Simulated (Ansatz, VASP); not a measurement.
# Cross-check of FeSi2 (Linzhiite) between VASP and Ansatz

Aim: how closely do two programs agree when they are given the same cell, functional and k mesh? The cell comes out of the VASP series on this material, whose earlier steps may have relaxed, scaled or displaced it; both programs get it as it stands.

Program: Ansatz 0.2.0. Level of theory: plane waves, with VASP 6.6.1 beside it; single point at PBEsol, DFT+U and band structure at PBEsol, DFT+U. Results are calculated unless marked as measured.

## 1. The starting structure

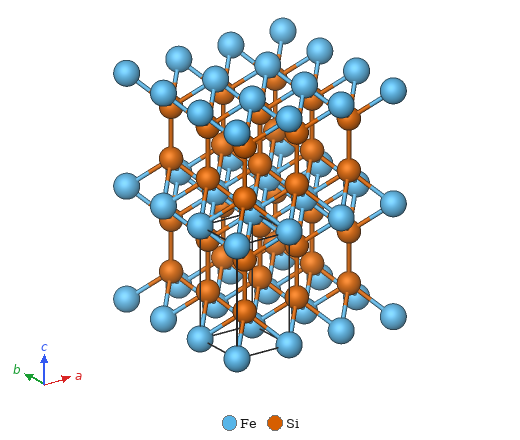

The cell as given, from a free direction (iron blue, silicon orange). 3×3×2 cells are drawn. Some periodic images of atoms are drawn too.

## 2. Ansatz: single point, PBEsol, DFT+U

Ansatz runs on its default PAW (the set named soft_2) files.

A single point gives forces, pressure and levels at one fixed geometry, so differences don't come from the geometry; what else differs is listed under the comparison.

input.yaml

```yaml
crystal:
  lattice:
    - [2.6583888386, 0.0, 0.0]
    - [0.0, 2.6583888386, 0.0]
    - [0.0, 0.0, 5.0936882666]
  atoms:
    - { symbol: Fe, position: [0.0, 0.0, 0.0], spin: 3.0 }
    - { symbol: Si, position: [0.5, 0.5, 0.2706658671] }
    - { symbol: Si, position: [0.5, 0.5, 0.7293341329] }
hamiltonian:
  xc: pbesol
  pseudopotentials: { kind: paw }
  hubbard: { sites: [{ species: Fe, l: d, u_eff: 3.0 }] }
magnetization:
  spin_polarized: true
kpoints:
  mp_grid: { grid: [8, 8, 5] }
scf:
  occupations: { method: gaussian, width: 0.05 }
  n_extra_bands: 7
output:
  forces: true
  stress: true
  eigenvalues: true
```

Launch:

```sh
> ansatz run input.yaml --threads 2 --pin off --max-ram 4608MiB --backend cpu --events-out ev --progress --plain --runs-dir out
```

Numbers of over 12 decimals in the logs are rounded to 6 here.

The log of the run:

```text
Fe: projections on atomic orbitals take those of the free atom [Ne] 3s2 3p6 3d6 4s2, of charge +0.00 (hamiltonian.pseudopotentials.projection_atoms); the dataset's partial waves leave at most 1.1e-6 of an orbital's norm unspanned inside its sphere
Si: projections on atomic orbitals take those of the free atom [Ne] 3s2 3p2, of charge +0.00 (hamiltonian.pseudopotentials.projection_atoms); the dataset's partial waves leave at most 6.1e-8 of an orbital's norm unspanned inside its sphere
scf.n_extra_bands = 7 over 12 filled bands (N_el = 24.0): the run solves 19 bands
Engine: ansatz 0.2.0, aarch64-unknown-linux-gnu
Pseudopotentials: kind: paw
Pseudopotential: Fe, paw, valence charge 16, recommended cutoff 420 eV (normal), Fe.paw.azcp
Pseudopotential: Si, paw, valence charge 4, recommended cutoff 420 eV (normal), Si.paw.azcp
Functional definition: PBEsol
  exchange = pbesol_x
  correlation = pbesol_c
Crystal: 3 atoms, lattice volume = 35.997 Å³
Basis set: ecut = 420 eV, 701 PW (Γ), exchange–correlation on 36×36×72 points (8 copies of the dense FFT grid, shifted against one another)
Bands: 19, of which v1, the nominal top of the filled ones, is band 12 counted from 1 (11 counted from 0)
Symmetry: 16 space group operations
Space group: P4/mmm (ITA 123), of the structure as read, at distance tolerance 3.3e-5 Å
Magnetic group: BNS 123.339 (UNI 999), of the structure as read, at distance tolerance 3.3e-5 Å
k-points: 45 of 320
Non-local potential: Fe, projectors of the file, l = 0: 3, l = 1: 2, l = 2: 3, l = 3: 1
Non-local potential: Si, projectors of the file, l = 0: 2, l = 1: 2, l = 2: 2
PAW form: soft (Blöchl's): semilocal exchange-correlation on the pseudo side does not see the compensation charge
PAW frozen core: Fe, regenerated for the run's functional, and the local potential with it (the file was generated under x = pbe(κ = 0.804, μ = 0.219515), c = pbe(β = 0.066725))
PAW frozen core: Si, regenerated for the run's functional, and the local potential with it (the file was generated under x = pbe(κ = 0.804, μ = 0.219515), c = pbe(β = 0.066725))
PAW one-centre angular grid: Fe, 590 points (default); XC on 64 Gauss nodes
PAW one-centre angular grid: Si, 110 points (default); XC on 64 Gauss nodes
Initial density: superposition of atomic densities (chi_scale 0.1, normalization cell)
Starting moments: Σ|m| = 3 μB on 1 of 3 sites
Initial wavefunctions: pseudopotential atomic-orbital guess
Functional: x = pbesol(κ = 0.804, μ = 0.123457), c = pbesol(β = 0.046)
SCF iter   1: F=—  HF=-5690.481268 eV  |F-HF|=—  |Δ(HF+E_count)|=         —  Δρ=1.16e-1 (↑5.18e-2 ↓1.16e-1)  dr2=7.50e0  dr2_m=2.01e0  M=1.252 μB ∫|m|=1.811 μB  β_m=0.30  ethr=3.10e-3  ⟨swp⟩=6.0  Hψ=8755  notcnv=0
preconditioner: auto → none  [metal: Δε(μ)=0.049 eV  Ē_g=10.708 eV  σ=0.050 eV  W_gap=0.48  n_scr=8 (ndim 8)  ℏωp=24.8 eV  f_vac=0.000  D(μ)=1.91/eV (n_scr^D=16)  sad-step TF]
SCF iter   2: F=—  HF=-5690.366618 eV  |F-HF|=—  |Δ(HF+E_count)|=   1.15e-1  Δρ=6.72e-2 (↑6.72e-2 ↓4.63e-2)  dr2=1.99e0  dr2_m=8.34e-1  M=1.391 μB ∫|m|=1.893 μB  β_m=0.30  ethr=3.10e-3  ⟨swp⟩=2.7  Hψ=3518  notcnv=0  defer=167
SCF iter   3: F=—  HF=-5690.025990 eV  |F-HF|=—  |Δ(HF+E_count)|=   3.41e-1  Δρ=4.04e-2 (↑4.04e-2 ↓3.60e-2)  dr2=2.33e-1  dr2_m=4.32e-1  M=1.383 μB ∫|m|=1.875 μB  β_m=0.30  ethr=3.10e-3  ⟨swp⟩=2.6  Hψ=2936  notcnv=0  defer=164
SCF iter   4: F=—  HF=-5690.078174 eV  |F-HF|=—  |Δ(HF+E_count)|=   5.22e-2  Δρ=2.89e-2 (↑2.89e-2 ↓2.80e-2)  dr2=3.43e-2  dr2_m=2.55e-1  M=1.362 μB ∫|m|=1.838 μB  β_m=0.30  ethr=9.73e-4  ⟨swp⟩=2.3  Hψ=2722  notcnv=0  defer=163
SCF iter   5: F=—  HF=-5690.134927 eV  |F-HF|=—  |Δ(HF+E_count)|=   5.68e-2  Δρ=2.33e-2 (↑2.33e-2 ↓2.32e-2)  dr2=6.12e-4  dr2_m=1.78e-1  M=1.318 μB ∫|m|=1.780 μB  β_m=0.30  ethr=1.43e-4  ⟨swp⟩=2.0  Hψ=2917  notcnv=0  defer=164
SCF iter   6: F=—  HF=-5690.176391 eV  |F-HF|=—  |Δ(HF+E_count)|=   4.15e-2  Δρ=2.25e-2 (↑1.99e-2 ↓2.25e-2)  dr2=4.35e-3  dr2_m=1.49e-1  M=1.255 μB ∫|m|=1.709 μB  β_m=0.30  ethr=2.55e-6  ⟨swp⟩=2.2  Hψ=2924  notcnv=0  defer=164
SCF iter   7: F=—  HF=-5690.207218 eV  |F-HF|=—  |Δ(HF+E_count)|=   3.08e-2  Δρ=1.96e-2 (↑1.96e-2 ↓1.73e-2)  dr2=3.97e-3  dr2_m=1.12e-1  M=1.215 μB ∫|m|=1.663 μB  β_m=0.30  ethr=2.55e-6  ⟨swp⟩=2.5  Hψ=3130  notcnv=0  defer=163
SCF iter   8: F=—  HF=-5690.231994 eV  |F-HF|=—  |Δ(HF+E_count)|=   2.48e-2  Δρ=2.03e-2 (↑1.54e-2 ↓2.03e-2)  dr2=1.36e-2  dr2_m=1.04e-1  M=1.158 μB ∫|m|=1.589 μB  β_m=0.30  ethr=2.55e-6  ⟨swp⟩=2.5  Hψ=2890  notcnv=0  defer=163
SCF iter   9: F=—  HF=-5690.253399 eV  |F-HF|=—  |Δ(HF+E_count)|=   2.14e-2  Δρ=1.96e-2 (↑1.27e-2 ↓1.96e-2)  dr2=2.68e-2  dr2_m=8.46e-2  M=1.114 μB ∫|m|=1.534 μB  β_m=0.30  ethr=2.55e-6  ⟨swp⟩=2.6  Hψ=2714  notcnv=0  defer=163
SCF iter  10: F=—  HF=-5690.268646 eV  |F-HF|=—  |Δ(HF+E_count)|=   1.52e-2  Δρ=1.95e-2 (↑1.18e-2 ↓1.95e-2)  dr2=3.39e-2  dr2_m=7.83e-2  M=1.057 μB ∫|m|=1.474 μB  β_m=0.30  ethr=2.55e-6  ⟨swp⟩=2.2  Hψ=2467  notcnv=0  defer=163
[...]
spin-set hold released at iteration 10 (site moments contracting): the magnetisation degrees of freedom join the quasi-Newton model from the next iteration; the mixer history was flushed
[...]
SCF 1 converged in 61 iterations: F = -5690.505035 eV  dr2 = 1.14e-9
  greatest PAW one-centre occupation: 1.002 electrons in one spin orbital (limit 2), on the Fe atom at site 0 (counted from 0), in its partial waves of l = 1
Symmetry: 1 space group operations
k-points: 162 of 320 (time reversal used)
[...]
preconditioner: auto → none  [metal: Δε(μ)=0.019 eV  Ē_g=10.717 eV  σ=0.050 eV  W_gap=0.21  n_scr=8 (ndim 8)  ℏωp=24.8 eV  f_vac=0.000  D(μ)=2.25/eV (n_scr^D=20)  sad-step TF]
[...]
Mixer restart at iter 51: flushing history
SCF iter  52: F=—  HF=-5690.512712 eV  |F-HF|=—  |Δ(HF+E_count)|=   2.95e-2  Δρ=6.26e-3 (↑2.39e-3 ↓6.26e-3)  dr2=3.65e-2  dr2_m=1.63e-3  M=0.206 μB ∫|m|=0.331 μB  β_m=0.95  ethr=9.35e-6  ⟨swp⟩=2.8  Hψ=14080  notcnv=0  defer=596
SCF iter  53: F=—  HF=-5690.545139 eV  |F-HF|=—  |Δ(HF+E_count)|=   3.24e-2  Δρ=1.34e-2 (↑1.34e-2 ↓8.67e-3)  dr2=2.13e-1  dr2_m=2.58e-3  M=0.193 μB ∫|m|=0.297 μB  β_m=0.62  ethr=9.35e-6  ⟨swp⟩=3.3  Hψ=16518  notcnv=0  defer=593  recentre
SCF iter  54: F=—  HF=-5690.505164 eV  |F-HF|=—  |Δ(HF+E_count)|=   4.00e-2  Δρ=1.30e-3 (↑1.04e-3 ↓1.30e-3)  dr2=3.25e-4  dr2_m=3.89e-4  M=0.201 μB ∫|m|=0.303 μB  β_m=0.55  ethr=9.35e-6  ⟨swp⟩=3.0  Hψ=15250  notcnv=0  defer=593
SCF iter  55: F=—  HF=-5690.505004 eV  |F-HF|=—  |Δ(HF+E_count)|=   1.59e-4  Δρ=7.48e-4 (↑7.48e-4 ↓3.64e-4)  dr2=5.93e-5  dr2_m=9.85e-5  M=0.201 μB ∫|m|=0.299 μB  β_m=0.78  ethr=1.35e-6  ⟨swp⟩=2.3  Hψ=9978  notcnv=0  defer=593
SCF iter  56: F=—  HF=-5690.505040 eV  |F-HF|=—  |Δ(HF+E_count)|=   3.53e-5  Δρ=1.30e-4 (↑1.15e-4 ↓1.30e-4)  dr2=6.29e-5  dr2_m=1.02e-6  M=0.201 μB ∫|m|=0.294 μB  β_m=0.71  ethr=2.47e-7  ⟨swp⟩=2.1  Hψ=9394  notcnv=0  defer=593
SCF iter  57: F=—  HF=-5690.505046 eV  |F-HF|=—  |Δ(HF+E_count)|=   6.09e-6  Δρ=1.57e-4 (↑1.57e-4 ↓8.00e-5)  dr2=4.50e-5  dr2_m=2.07e-6  M=0.201 μB ∫|m|=0.294 μB  β_m=0.49  ethr=2.47e-7  ⟨swp⟩=2.0  Hψ=8044  notcnv=0  defer=593
SCF iter  58: F=—  HF=-5690.505033 eV  |F-HF|=—  |Δ(HF+E_count)|=   1.32e-5  Δρ=4.58e-5 (↑4.58e-5 ↓3.61e-5)  dr2=5.40e-7  dr2_m=3.96e-7  M=0.201 μB ∫|m|=0.294 μB  β_m=0.75  ethr=1.87e-7  ⟨swp⟩=2.2  Hψ=7643  notcnv=0  defer=593
SCF iter  59: F=—  HF=-5690.505034 eV  |F-HF|=—  |Δ(HF+E_count)|=   1.17e-6  Δρ=2.04e-5 (↑2.04e-5 ↓1.33e-5)  dr2=4.39e-7  dr2_m=4.74e-9  M=0.201 μB ∫|m|=0.294 μB  β_m=0.87  ethr=2.25e-9  ⟨swp⟩=2.2  Hψ=8675  notcnv=0  defer=593
SCF iter  60: F=—  HF=-5690.505034 eV  |F-HF|=—  |Δ(HF+E_count)|=   7.14e-7  Δρ=1.05e-5 (↑1.05e-5 ↓7.25e-6)  dr2=1.16e-7  dr2_m=1.48e-9  M=0.201 μB ∫|m|=0.294 μB  β_m=0.94  ethr=1.83e-9  ⟨swp⟩=2.5  Hψ=8966  notcnv=0  defer=593
an SCF from ferromagnetic starting moments (3.00, 0.00, 0.00 Bohr magnetons, atom by atom) was given up at its iteration 60, 0.00 meV above the state that the run had reached, since by an estimate from its pace it could not come under that state, or it stood over it at the last iteration that such an SCF is given: that state stands; the SCF set out from the atoms and, under a Hubbard term, can stand on another fillin [...]
SCF converged after 61 iterations
Magnetization: -0.2012 μB (11.8994 up, 12.1006 down)
Absolute magnetization: 0.2943 μB (∫|ρ↑−ρ↓|, with the PAW one-centre terms)
Spin contamination: 0.0073 ħ² per cell (⟨S²⟩ above its minimum at these occupations)
Per-site moments (μB) at R_I (Å): [(-0.225423, 0.961602), (0.00949296, 0.961602), (0.00949296, 0.961602)]
Free energy (F): -5690.505035 eV
Harris-Foulkes:  -5690.505035 eV  (|F-HF|=9.25e-10)
Internal energy: -5690.504664 eV  (E = F + TS)
E sigma→0 (E₀):  -5690.504849 eV
Entropy (-TS):   -0.000370 eV (-0.123 meV/atom)
Fermi energy:    14.622461 eV
--- Per-component energies (eV) ---
  E_band       = -213.894312
  E_kinetic    = 451.218676
  E_local      = -3512.445337  (includes V_loc(G=0)·N_el)
  E_nonlocal   = 265.461263
  E_hartree    = 1571.536258
  E_xc         = -233.416849
  E_vxc        = -254.338851  (∫ρ·V_xc dr)
  E_hubbard    = 2.788716  (on-site DFT+U / exact-exchange correction)
  E_vhub       = -5.396732  (the Hubbard potential's part of the band-sum identity)
  E_paw        = -2332.031580  (= ΣΔE_a)
  E_vpaw       = -301.469154  (= ΣTr[D̂ρ^β])
  E_aug_tail   = 0.000871  (compensation charges beyond the density's cutoff)
  E_ewald      = -1903.859004
  E_core_change = 0.242323  (= ΣΔE_core)
  E_smearing   = -0.000370  (= −TS)
  E_closure    = 0.000000  (closes the sum)
  Σ components = -5690.505035   (vs F -5690.505035, Δ=0.00e0)
--- Forces (eV/Å), atoms counted from 1 ---
  atom   1  Fe    -0.00000000     0.00000000     0.00000000
  atom   2  Si     0.00000000     0.00000000     0.12666968
  atom   3  Si     0.00000000     0.00000000    -0.12666968
  max |Σ_I F_I| component: 1.04e-17 eV/Å
--- Stress (GPa, compression-positive) ---
        2.438208       0.000000       0.000000
        0.000000       2.438208       0.000000
        0.000000       0.000000       1.463503
  P = ⅓ Tr σ = 2.1133 GPa (21.133 kbar)
--- Band table (eV; the first three rows and the last of 90) ---
  k-point 0 ↑: bands = [... 8 lower, 12.8478, 12.9241, 12.9241, 13.5557, 19.3973, 19.3973, 21.1715, 21.9544, ... 3 higher]
  k-point 1 ↑: bands = [... 8 lower, 12.7549, 12.9089, 12.9089, 13.5559, 19.3809, 19.6542, 19.6542, 21.4894, ... 3 higher]
  k-point 2 ↑: bands = [... 8 lower, 12.3904, 12.8848, 12.8848, 13.5561, 17.5898, 20.3252, 20.3252, 21.0677, ... 3 higher]
  k-point 44 ↓: bands = [... 8 lower, 11.2621, 11.2621, 12.3876, 14.6995, 15.0056, 15.0056, 15.9010, 17.2904, ... 3 higher]
Occupation matrices written to <dir>
```

Wall time 62 s (2 threads of Arm Neoverse V2, shared host); peak memory 0.5 GiB.

The run ends at a pressure of 2.11 GPa, with forces up to 0.13 eV/Å.

[end of part 1 of 3]

[Lines on the potential files, build, host, timing and source positions are cut from VASP's logs without a mark.]

[Logs are printed without paths, hosts, clocks, repeated set-up lines and the standing remarks that a program may print on its own settings, such as how far it seeks lower states.]

[Hosts, paths, dates, database ids (printed as entryN), source tags and the programs' standing remarks are cut or masked in the printed files.]
